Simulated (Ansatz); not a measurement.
# Electron scattering at the Σ5 (310) boundary in bcc Mo, part 3 of 3

How much does the Σ5 (310) boundary in bcc Mo reflect electrons?

Ansatz 0.2.0; Ansatz plane-wave DFT, PBE, PAW files; relaxation of a bicrystal slab with its lowest layers held; PAW set soft_1 (the session's first sound run).

So far. Step 3 (Transmission across the boundary): Over the solved energies the transmission per spin lies between 1.29 and 1.40, out of 2.56 channels of the lead on average (up to 2.67). Step 4 (Specific resistance): Averaged over the energies near the Fermi level, 53.1 % of the channels pass, which makes 0.700 fΩ m².

## 5. Single-crystal slab for reference

This step: Ansatz plane-wave DFT, PBE, PAW files; relaxation of a single-crystal slab with its lowest layers held; PAW set soft_1 (Ansatz 0.2.0).

System of this step: Mo slab, plane (3, 1, 0). The cell holds 20 atoms: 20 Mo. Cell: a = 5.219 Å, b = 3.147 Å, c = 29.908 Å, α = 90.0°, β = 90.0°, γ = 72.5°. It derives from Mo. Vacuum lies along c.

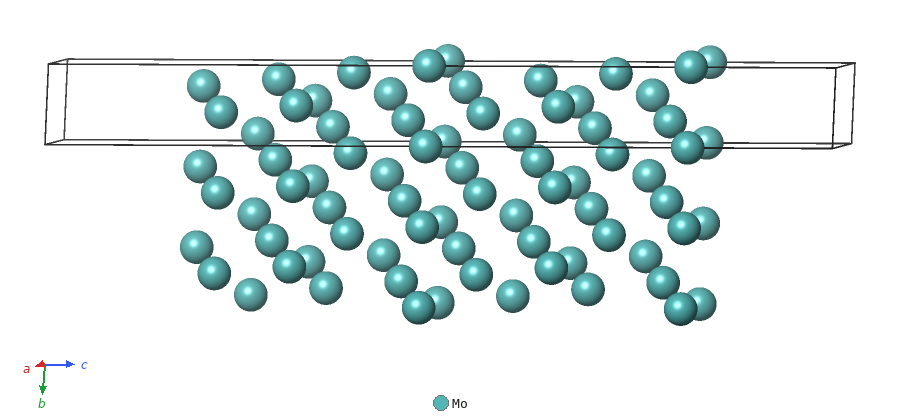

The cell of this step (molybdenum teal). 1×3×1 cells are drawn. Some periodic images of atoms are drawn too.

Input file input.yaml:

```yaml
crystal:
  lattice:
    - [5.2187091076, 0.0, 0.0]
    - [0.9488562014, 3.0005467684, 0.0]
    - [0.0, 0.0, 29.9082068143]
  atoms:
    - { symbol: Mo, position: [0.3999999998, 0.3000000001, 0.167178194] }
    - { symbol: Mo, position: [0.7999999998, 0.6000000001, 0.2004522978] }
    - { symbol: Mo, position: [0.1999999998, 0.9000000001, 0.2337264017] }
    - { symbol: Mo, position: [0.5999999999, 0.2000000001, 0.2670005055] }
    - { symbol: Mo, position: [0.9999999999, 0.5000000001, 0.3002746094] }
    - { symbol: Mo, position: [0.3999999999, 0.8000000001, 0.3335487132] }
    - { symbol: Mo, position: [0.7999999999, 0.1000000001, 0.3668228171] }
    - { symbol: Mo, position: [0.1999999999, 0.4000000001, 0.400096921] }
    - { symbol: Mo, position: [0.5999999999, 0.7000000001, 0.4333710248] }
    - { symbol: Mo, position: [0.9999999999, 1.0e-10, 0.4666451287] }
    - { symbol: Mo, position: [0.3999999999, 0.3000000001, 0.4999192325] }
    - { symbol: Mo, position: [0.7999999999, 0.6000000001, 0.5331933364] }
    - { symbol: Mo, position: [0.1999999999, 0.9, 0.5664674402] }
    - { symbol: Mo, position: [0.5999999999, 0.2, 0.5997415441] }
    - { symbol: Mo, position: [1.0, 0.5, 0.633015648] }
    - { symbol: Mo, position: [0.4, 0.8, 0.6662897518] }
    - { symbol: Mo, position: [0.8, 0.1, 0.6995638557] }
    - { symbol: Mo, position: [0.2, 0.4, 0.7328379595] }
    - { symbol: Mo, position: [0.6, 0.7, 0.7661120634] }
    - { symbol: Mo, position: [0.0, 0.0, 0.7993861672] }
kpoints:
  mp_grid: { grid: [8, 8, 1] }
hamiltonian:
  xc: pbe
  pseudopotentials: { kind: paw, azcp: { folder: soft_1 } }
scf:
  occupations: { method: fermi_dirac, width: 0.1 }
relax:
  f_tol: 0.03
  max_steps: 80
  constraints: [{ sites: [0, 1, 2, 3] }]
```

Command:

```sh
ansatz run input.yaml --threads 4 --pin off --max-ram 15360MiB --backend cpu --events-out ev --progress --plain --runs-dir out
```

Numbers of over 12 decimals in the logs are rounded to 6 here.

Log:

```text
Warning: crystal.symmetry: narrowed to the stabiliser of the relax constraints — unitary ops 4 → 2; lowered at sites 0, 1, 2, 3, 16, 17, 18, 19 (the operations that carried what is held of a site onto what its image site leaves free; the constrained walk keeps no symmetry that its constraints do not admit)
[...]
Crystal: 20 atoms, lattice volume = 468.332 Å³
Basis set: ecut = 420 eV, 9191 PW (Γ), exchange–correlation on 72×48×400 points (8 copies of the dense FFT grid, shifted against one another)
Bands: 168, of which v1, the nominal top of the filled ones, is band 140 counted from 1 (139 counted from 0)
Symmetry: 2 space group operations
k-points: 21 of 64 (time reversal used)
[...]
SCF iter   1: F=—  HF=-99131.069669 eV  |F-HF|=—  |Δ(HF+E_count)|=         —  Δρ=9.06e-2  dr2=2.53e2  ethr=3.10e-3  ⟨swp⟩=8.1  Hψ=15412  notcnv=0
[...]
SCF iter   9: F=-99114.692776 eV  HF=-99114.692782 eV  |F-HF|=5.30e-6  |Δ(HF+E_count)|=   3.28e-6  Δρ=2.79e-5  dr2=1.02e-5  ethr=8.04e-9  ⟨swp⟩=3.9  Hψ=13678  notcnv=0
SCF 1 converged in 9 iterations: F = -99114.692776 eV  dr2 = 1.02e-5
[...]
relax step   1: F+E_penalty+E_count = -99114.69277622 eV  Δ(F+E_penalty+E_count) = +0.000e0 eV  max|allowed force component| = 1.790e0 eV/Å  Δτ_max = 0.0000 Å  (9 SCF iters, dr2 threshold 2.25e-5 eV, accepted)
[...]
SCF iter   5: F=-99114.905286 eV  HF=-99114.905284 eV  |F-HF|=1.79e-6  |Δ(HF+E_count)|=   1.64e-5  Δρ=9.47e-5  dr2=9.35e-5  ethr=2.20e-9  ⟨swp⟩=3.0  Hψ=15383  notcnv=0
SCF 2 converged in 5 iterations: F = -99114.905286 eV  dr2 = 9.35e-5
[...]
relax step   2: F+E_penalty+E_count = -99114.90528573 eV  Δ(F+E_penalty+E_count) = -2.125e-1 eV  max|allowed force component| = 7.059e-1 eV/Å  Δτ_max = 0.1948 Å  (5 SCF iters, dr2 threshold 1.00e-4 eV, accepted)
[...]
SCF iter   6: F=-99114.942080 eV  HF=-99114.942099 eV  |F-HF|=1.90e-5  |Δ(HF+E_count)|=   5.32e-5  Δρ=5.03e-5  dr2=2.55e-5  ethr=1.11e-8  ⟨swp⟩=3.3  Hψ=15061  notcnv=0
SCF 3 converged in 6 iterations: F = -99114.942080 eV  dr2 = 2.55e-5
relax step   3: F+E_penalty+E_count = -99114.94208015 eV  Δ(F+E_penalty+E_count) = -3.679e-2 eV  max|allowed force component| = 1.815e-1 eV/Å  Δτ_max = 0.1027 Å  (6 SCF iters, dr2 threshold 3.11e-5 eV, accepted)
[...]
relax step   4: F+E_penalty+E_count = -99114.94809487 eV  Δ(F+E_penalty+E_count) = -6.015e-3 eV  max|allowed force component| = 1.453e-1 eV/Å  Δτ_max = 0.0578 Å  (7 SCF iters, dr2 threshold 2.18e-6 eV, accepted)
[...]
relax step   5: F+E_penalty+E_count = -99114.95123646 eV  Δ(F+E_penalty+E_count) = -3.142e-3 eV  max|allowed force component| = 5.098e-2 eV/Å  Δτ_max = 0.0521 Å  (7 SCF iters, dr2 threshold 1.39e-6 eV, accepted)
SCF iter   1: F=—  HF=-99114.955191 eV  |F-HF|=—  |Δ(HF+E_count)|=         —  Δρ=1.93e-3  dr2=1.62e-2  ethr=7.95e-5  ⟨swp⟩=2.0  Hψ=6035  notcnv=0
[...]
SCF iter   7: F=-99114.952552 eV  HF=-99114.952552 eV  |F-HF|=2.00e-8  |Δ(HF+E_count)|=   1.96e-7  Δρ=2.40e-6  dr2=5.72e-8  ethr=3.57e-11  ⟨swp⟩=5.1  Hψ=12381  notcnv=0
SCF 6 converged in 7 iterations: F = -99114.952552 eV  dr2 = 5.72e-8
relax step   6: F+E_penalty+E_count = -99114.95255194 eV  Δ(F+E_penalty+E_count) = -1.315e-3 eV  max|allowed force component| = 1.944e-2 eV/Å  Δτ_max = 0.0238 Å  (7 SCF iters, accepted)
SCF converged after 7 iterations
Free energy (F): -99114.952552 eV
[...]
Internal energy: -99114.417740 eV  (E = F + TS)
E sigma→0 (E₀):  -99114.685146 eV
Entropy (-TS):   -0.534812 eV (-26.741 meV/atom)
Fermi energy:    12.834108 eV
[...]
--- Forces (eV/Å), atoms counted from 1 ---
  atom   1  Mo     0.31876035    -0.10080087     1.79430772
  atom   2  Mo    -0.46502764     0.14705465    -0.37288858
  atom   3  Mo     0.09018302    -0.02851837    -0.96947550
  atom   4  Mo     0.06631559    -0.02097083    -0.45137391
  atom   5  Mo    -0.00355231     0.00112334    -0.00662676
  atom   6  Mo    -0.00207431     0.00065595     0.00086983
  atom   7  Mo    -0.00618527     0.00195595     0.00000323
  atom   8  Mo    -0.00763480     0.00241434    -0.00099900
  atom   9  Mo    -0.00291880     0.00092301     0.00360266
  atom  10  Mo    -0.00111547     0.00035274     0.00180074
  atom  11  Mo     0.00154463    -0.00048845    -0.00186274
  atom  12  Mo     0.00666661    -0.00210817     0.00112941
  atom  13  Mo     0.01026299    -0.00324544    -0.00114608
  atom  14  Mo     0.01738288    -0.00549695     0.00045577
  atom  15  Mo    -0.01331735     0.00421132     0.00329899
  atom  16  Mo     0.01434142    -0.00453516     0.01579998
  atom  17  Mo    -0.01944060     0.00614766     0.01064805
  atom  18  Mo     0.00910081    -0.00287793    -0.00544665
  atom  19  Mo    -0.00144058     0.00045555    -0.01456375
  atom  20  Mo    -0.01186519     0.00375210    -0.00743640
  max |Σ_I F_I| component: 9.70e-5 eV/Å
--- Relaxed structure (6 steps of the walk, 6 accepted, 0 SCFs on fresh bases) ---
  F+E_penalty+E_count = -99114.95255194 eV   max|allowed force component| = 1.944e-2 eV/Å
  atoms:
    - { symbol: Mo, position: [0.400000, 0.300000, 0.167178194] }
    - { symbol: Mo, position: [0.800000, 0.600000, 0.200452] }
    - { symbol: Mo, position: [0.200000, 0.900000, 0.2337264017] }
    - { symbol: Mo, position: [0.599999999865, 0.200000, 0.2670005055] }
    - { symbol: Mo, position: [1.002603, 0.498699, 0.300557] }
    - { symbol: Mo, position: [0.400813, 0.799594, 0.334399] }
    - { symbol: Mo, position: [0.798708, 0.100646, 0.367378] }
    - { symbol: Mo, position: [0.198703, 0.400649, 0.401209] }
    - { symbol: Mo, position: [0.598164, 0.700918, 0.434772] }
    - { symbol: Mo, position: [0.997556, 0.00122218, 0.468090] }
    - { symbol: Mo, position: [0.397900, 0.301050, 0.501979] }
    - { symbol: Mo, position: [0.797690, 0.601155, 0.535250] }
    - { symbol: Mo, position: [0.197082, 0.901459, 0.568860] }
    - { symbol: Mo, position: [0.597130, 0.201435, 0.602535] }
    - { symbol: Mo, position: [0.995912, 0.502044, 0.635683] }
    - { symbol: Mo, position: [0.393327, 0.803336, 0.669715] }
    - { symbol: Mo, position: [0.794450, 0.102775, 0.702512] }
    - { symbol: Mo, position: [0.197468, 0.401266, 0.737335] }
    - { symbol: Mo, position: [0.606262, 0.696869, 0.770203] }
    - { symbol: Mo, position: [-0.019266, 0.00963316, 0.796509] }
```

Elapsed: 5 min, on 4 threads of Arm Neoverse V1, shared host; peak memory 2.3 GiB; 19 min of CPU time.

Step by step:

| step | energy less that of the first step (eV) | largest force component (eV/Å) |
| --- | --- | --- |
| 1 | 0.0000 | 1.7904 |
| 2 | -0.2125 | 0.7059 |
| 3 | -0.2493 | 0.1815 |
| 4 | -0.2553 | 0.1453 |
| 5 | -0.2585 | 0.0510 |
| 6 | -0.2598 | 0.0194 |

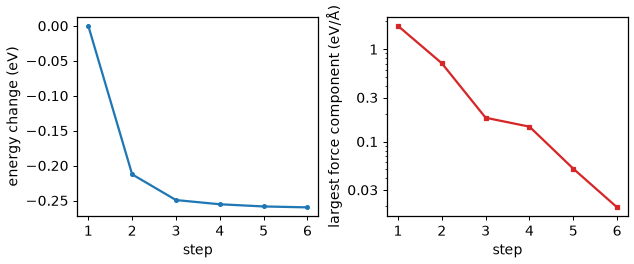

Energy and largest force along the relaxation.

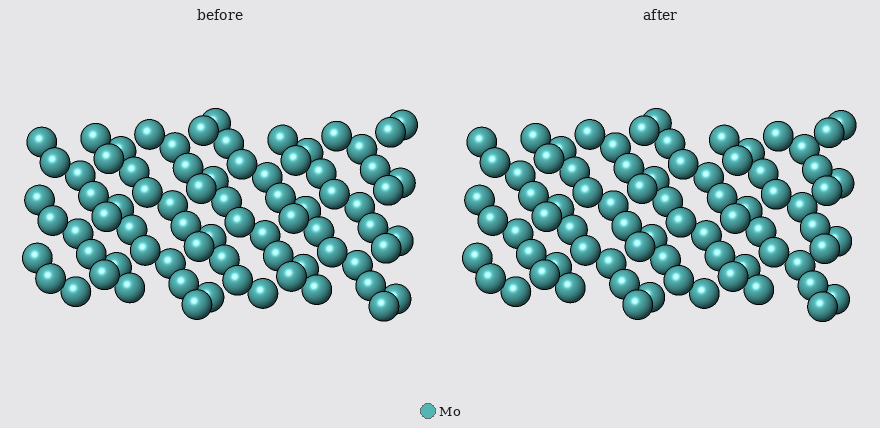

The structure before and after the relaxation, drawn at the same scale.

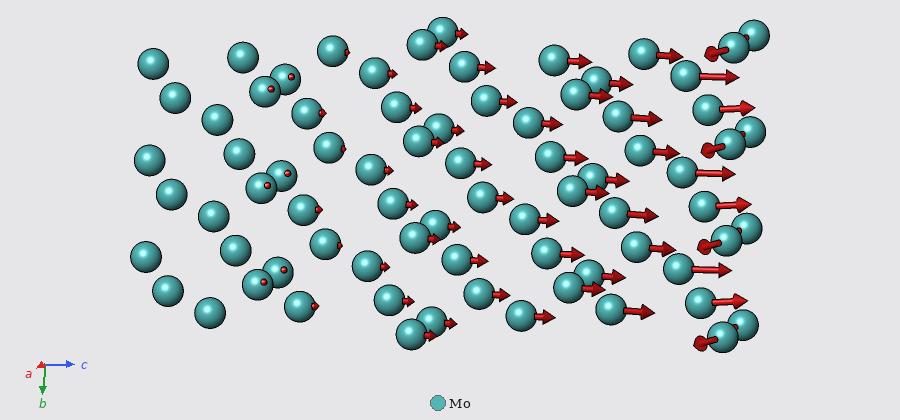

Displacements in the relaxation, exaggerated; the longest in the cell stands for 0.14 Å. 1×3×1 cells are drawn. Some periodic images of atoms are drawn too.

The atoms that moved most (Å):

| atom | dx | dy | dz | length |
| --- | --- | --- | --- | --- |
| Mo18 | -0.012 | 0.004 | 0.134 | 0.135 |
| Mo20 | -0.091 | 0.029 | -0.086 | 0.129 |
| Mo19 | 0.030 | -0.009 | 0.122 | 0.126 |
| Mo16 | -0.032 | 0.010 | 0.102 | 0.108 |
| Mo17 | -0.026 | 0.008 | 0.088 | 0.092 |
| Mo14 | -0.014 | 0.004 | 0.084 | 0.085 |
| Mo15 | -0.019 | 0.006 | 0.080 | 0.082 |
| Mo13 | -0.014 | 0.004 | 0.072 | 0.073 |

The relaxed structure:

```xyz
20
Lattice="5.2187 0.0000 0.0000 0.9489 3.0005 0.0000 0.0000 0.0000 29.9082" Properties=species:S:1:pos:R:3
Mo    2.3721    0.9002    5.0000
Mo    4.7443    1.8003    5.9952
Mo    1.8977    2.7005    6.9903
Mo    3.3210    0.6001    7.9855
Mo    5.7055    1.4964    8.9891
Mo    2.8504    2.3992   10.0013
Mo    4.2637    0.3020   10.9876
Mo    1.4171    1.2022   11.9994
Mo    3.7867    2.1031   13.0032
Mo    5.2071    0.0037   13.9997
Mo    2.3622    0.9033   15.0133
Mo    4.7333    1.8038   16.0084
Mo    1.8839    2.7049   17.0136
Mo    3.3074    0.6044   18.0207
Mo    5.6737    1.5064   19.0121
Mo    2.8149    2.4104   20.0300
Mo    4.2435    0.3084   21.0109
Mo    1.4113    1.2040   22.0524
Mo    3.8251    2.0910   23.0354
Mo   -0.0914    0.0289   23.8221
```

This step gave:

- free energy: -99114.9526 eV
- energy at zero smearing: -99114.6851 eV
- Fermi energy: 12.83 eV

The largest force component on a free atom ends at 0.019 eV/Å, under the tolerance of 0.03, after 6 steps.

## 6. Bulk reference

This step: Ansatz plane-wave DFT, PBE, PAW files; bulk reference; PAW set soft_1 (Ansatz 0.2.0).

System of this step: Mo. Symmetry: Im-3m, No. 229, cubic system. Conventional cell: a = 3.147 Å, b = 3.147 Å, c = 3.147 Å, α = 90.00°, β = 90.00°, γ = 90.00°. Mo has 8 Mo at 2.73 Å nearest.

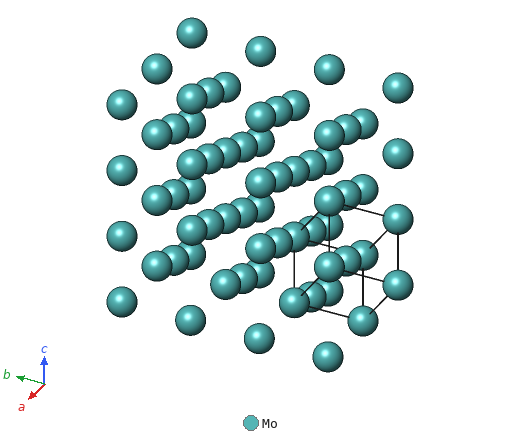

The cell of this step (molybdenum teal). 2×3×3 conventional cells are drawn. Some periodic images of atoms are drawn too.

input.yaml, the sections that differ from step 5:

```yaml
crystal:
  lattice:
    - [-1.5735, 1.5735, 1.5735]
    - [1.5735, -1.5735, 1.5735]
    - [1.5735, 1.5735, -1.5735]
  atoms:
    - { symbol: Mo, position: [0.0, 0.0, 0.0] }
kpoints:
  mp_grid: { grid: [19, 19, 19] }
# hamiltonian, scf: as in step 5
# relax: removed
```

Log:

```text
[...]
Crystal: 1 atoms, lattice volume = 15.583 Å³
Basis set: ecut = 420 eV, 321 PW (Γ)
Bands: 11, of which v1, the nominal top of the filled ones, is band 7 counted from 1 (6 counted from 0)
Symmetry: 48 space group operations
[...]
k-points: 220 of 6859
[...]
SCF iter   1: F=—  HF=-4956.682293 eV  |F-HF|=—  |Δ(HF+E_count)|=         —  Δρ=1.06e-1  dr2=1.75e0  ethr=3.10e-3  ⟨swp⟩=5.0  Hψ=13536  notcnv=0
[...]
SCF iter   6: F=-4956.064799 eV  HF=-4956.064799 eV  |F-HF|=2.67e-8  |Δ(HF+E_count)|=   1.10e-7  Δρ=3.18e-5  dr2=4.55e-8  ethr=7.14e-10  ⟨swp⟩=3.0  Hψ=5754  notcnv=0
SCF 1 converged in 6 iterations: F = -4956.064799 eV  dr2 = 4.55e-8
[...]
SCF converged after 6 iterations
Free energy (F): -4956.064799 eV
[...]
Internal energy: -4956.043863 eV  (E = F + TS)
E sigma→0 (E₀):  -4956.054331 eV
Entropy (-TS):   -0.020936 eV (-20.936 meV/atom)
Fermi energy:    21.155097 eV
[...]
```

It took 0.59 s on 4 threads; peak memory 0.28 GiB; 1.9 s of CPU time.

Numbers from this step:

- free energy: -4956.0648 eV
- energy at zero smearing: -4956.0543 eV
- Fermi energy: 21.16 eV

## 7. Boundary energy

This step: Ansatz plane-wave DFT, PBE, PAW files; bicrystal less single-crystal slab less bulk atoms, a boundary area; PAW set soft_1 (Ansatz 0.2.0).

This step gave:

```
excess energy of the cell : 1.769 eV
boundary energy           : 1.810 J/m²
```

The boundary costs 1.8 J/m².

By hand: 1.77 eV / 15.66 Å² × 16.02 = 1.81 J/m².

## 8. What came out

* specific resistance of the boundary: 0.700 fΩ m²
* share of channels that pass: 0.531
* boundary energy: 1.81 J/m²

The boundary has a specific resistance of 0.70 fΩ m² and an energy of 1.8 J/m². The boundary reflects 47 % of the channels; 0.70 fΩ m² is 7.0×10⁻¹² Ω·cm². That equals the resistance of 13 nm of bulk Mo at 300 K (measured 5.52 µΩ cm, CRC Handbook of Chemistry and Physics, 84th ed., 2003, Electrical Resistivity of Pure Metals). One starting structure was relaxed; another shift or atom count at the boundary may lie lower.

[Logs are printed without paths, hosts, clocks, repeated set-up lines and the standing remarks that a program may print on its own settings, such as how far it seeks lower states.]

[Hosts, paths, dates, database ids (printed as entryN), source tags and the programs' standing remarks are cut or masked in the printed files.]
